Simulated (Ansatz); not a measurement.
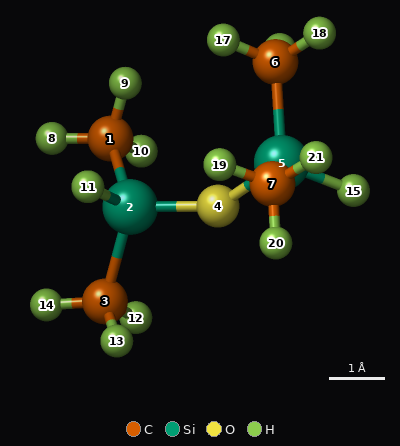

*The structure (ball-and-stick view, seen at a tilt; atoms are numbered from 1 in the order of the input).*

## Single-point calculation, with input and output: C4H14OSi2 (charge +1)

System: C4H14OSi2, charge +1, multiplicity 2.
Method: UHF, mp2/cc-pVTZ-DK (Ansatz 0.2.0).

The geometry comes from this level: PBE0-D4/def2-TZVP.

### The input
```yaml
crystal:
  periodic: [false, false, false]
  atoms:
    - {symbol: C, position_ang: [0.409069, 0.944477, 2.300333]}
    - {symbol: Si, position_ang: [0.666879, -0.502351, 1.153759]}
    - {symbol: C, position_ang: [0.638836, -2.117577, 2.075824]}
    - {symbol: O, position_ang: [-0.517880, -0.535177, 0.020900]}
    - {symbol: Si, position_ang: [-1.011867, 0.111312, -1.403325]}
    - {symbol: C, position_ang: [-0.903820, 1.973005, -1.340517]}
    - {symbol: C, position_ang: [0.019342, -0.566500, -2.799617]}
    - {symbol: H, position_ang: [1.193265, 0.981628, 3.061630]}
    - {symbol: H, position_ang: [0.429053, 1.889642, 1.752230]}
    - {symbol: H, position_ang: [-0.554839, 0.869349, 2.810794]}
    - {symbol: H, position_ang: [1.984780, -0.343083, 0.466088]}
    - {symbol: H, position_ang: [-0.321564, -2.259389, 2.578424]}
    - {symbol: H, position_ang: [0.791192, -2.957503, 1.394118]}
    - {symbol: H, position_ang: [1.426822, -2.148341, 2.833162]}
    - {symbol: H, position_ang: [-2.432417, -0.296328, -1.587213]}
    - {symbol: H, position_ang: [-1.493228, 2.373461, -0.512032]}
    - {symbol: H, position_ang: [0.131116, 2.303761, -1.213743]}
    - {symbol: H, position_ang: [-1.283624, 2.414079, -2.266346]}
    - {symbol: H, position_ang: [1.070140, -0.287884, -2.680926]}
    - {symbol: H, position_ang: [-0.039781, -1.657001, -2.834727]}
    - {symbol: H, position_ang: [-0.326071, -0.178976, -3.762115]}
basis:
  gaussian: {orbitals: cc-pVTZ-DK}
total_charge: 1
magnetization: {spin_polarized: true, initial_magnetization: 1}
hamiltonian: {xc: {name: HF}}
correlation: {method: mp2, frozen_orbitals: {C: 0}}
output: {forces: true}
```

Machine: 2 CPU threads, shared host.

Launched with:
```bash
ansatz run in.yaml --threads 2 --pin off --events-out ev --progress --plain --max-ram 32768MiB --backend cuda --devices 0, --max-vram 18GiB
```

### The program's output
```
Functional definition: HF
  name "HF"
  cite "Fock, Z. Phys. 61, 126 (1930) doi:10.1007/BF01340294"
  parent pbe
  exchange = exact_x
  correlation = 0
Error: "frozen_orbitals" has no count for Si
```

### Outcome

| quantity | value |
| --- | --- |
| outcome | refused by the program |

### Diagnosis

This input holds a deliberate fault: more core orbitals are frozen than the atom can spare. The program refused the input: “"frozen_orbitals" has no count for Si”
